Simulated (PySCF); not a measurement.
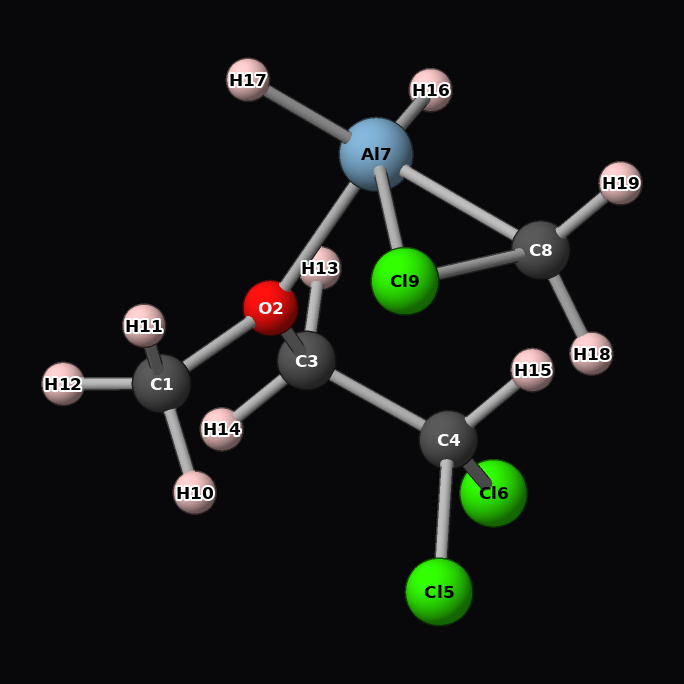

The questions are on IAO charges. Computed geometry: GFN2-xTB optimisation. No frequency run is at hand to confirm it as a minimum. Properties computed with PBE0/pcSseg-1, gas phase (PySCF 2.14.0).

Which atom carries the highest charge (most positive or least negative)?

Answer. Al7 (0.65 e).

And the lowest?

Answer. C8 (−0.61 e).

List the IAO charges.

```json
{"atom": "C1", "value (e)": "−0.21"}
{"atom": "O2", "value (e)": "−0.32"}
{"atom": "C3", "value (e)": "−0.06"}
{"atom": "C4", "value (e)": "−0.10"}
{"atom": "Cl5", "value (e)": "−0.06"}
{"atom": "Cl6", "value (e)": "−0.05"}
{"atom": "Al7", "value (e)": "0.65"}
{"atom": "C8", "value (e)": "−0.61"}
{"atom": "Cl9", "value (e)": "−0.09"}
{"atom": "H10", "value (e)": "0.16"}
{"atom": "H11", "value (e)": "0.18"}
{"atom": "H12", "value (e)": "0.15"}
{"atom": "H13", "value (e)": "0.19"}
{"atom": "H14", "value (e)": "0.16"}
{"atom": "H15", "value (e)": "0.20"}
{"atom": "H16", "value (e)": "−0.28"}
{"atom": "H17", "value (e)": "−0.23"}
{"atom": "H18", "value (e)": "0.15"}
{"atom": "H19", "value (e)": "0.16"}
```

The geometry is semi-empirical. Around Al such bond lengths and angles can be off by a tenth of an ångström or more and by several degrees, and values that hang on the shape move with them.
